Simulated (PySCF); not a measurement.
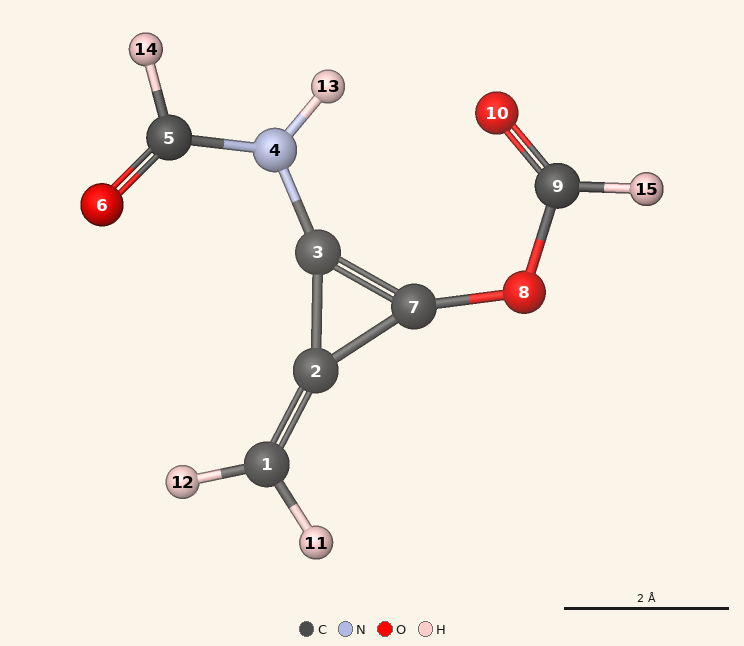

Orthographic view. Atoms fade into the background with distance from the viewer. Geometry: a frame of a GFN2-xTB molecular-dynamics simulation, not a minimum.

Write a MOL file (V2000) with the atoms in numerical order, bonds sorted by atom number with the orders drawn, and coordinates in the frame of the picture: x right, y up, z towards the viewer, origin at the mean position.

```
C6H5NO3
                    3D

 15 15  0  0  0  0  0  0  0  0999 V2000
   -0.8600   -2.5600   -0.0900 C   0  0  0  0  0  0  0  0  0  0  0  0
   -0.2600   -1.4100   -0.1300 C   0  0  0  0  0  0  0  0  0  0  0  0
   -0.2400    0.0300   -0.2200 C   0  0  0  0  0  0  0  0  0  0  0  0
   -0.7600    1.2900   -0.2700 N   0  0  0  0  0  0  0  0  0  0  0  0
   -2.0600    1.4400    0.2100 C   0  0  0  0  0  0  0  0  0  0  0  0
   -2.8800    0.6200    0.4700 O   0  0  0  0  0  0  0  0  0  0  0  0
    0.9400   -0.6300   -0.0400 C   0  0  0  0  0  0  0  0  0  0  0  0
    2.2900   -0.4600    0.0300 O   0  0  0  0  0  0  0  0  0  0  0  0
    2.7000    0.8500    0.1500 C   0  0  0  0  0  0  0  0  0  0  0  0
    1.9600    1.7400   -0.0000 O   0  0  0  0  0  0  0  0  0  0  0  0
   -0.2600   -3.5200   -0.0600 H   0  0  0  0  0  0  0  0  0  0  0  0
   -1.8900   -2.7800   -0.2300 H   0  0  0  0  0  0  0  0  0  0  0  0
   -0.1100    2.0700   -0.3100 H   0  0  0  0  0  0  0  0  0  0  0  0
   -2.3500    2.5200    0.2000 H   0  0  0  0  0  0  0  0  0  0  0  0
    3.7900    0.8100    0.3200 H   0  0  0  0  0  0  0  0  0  0  0  0
  1  2  2  0
  1 11  1  0
  1 12  1  0
  2  3  1  0
  2  7  1  0
  3  4  1  0
  3  7  2  0
  4  5  1  0
  4 13  1  0
  5  6  2  0
  5 14  1  0
  7  8  1  0
  8  9  1  0
  9 10  2  0
  9 15  1  0
M  END
```
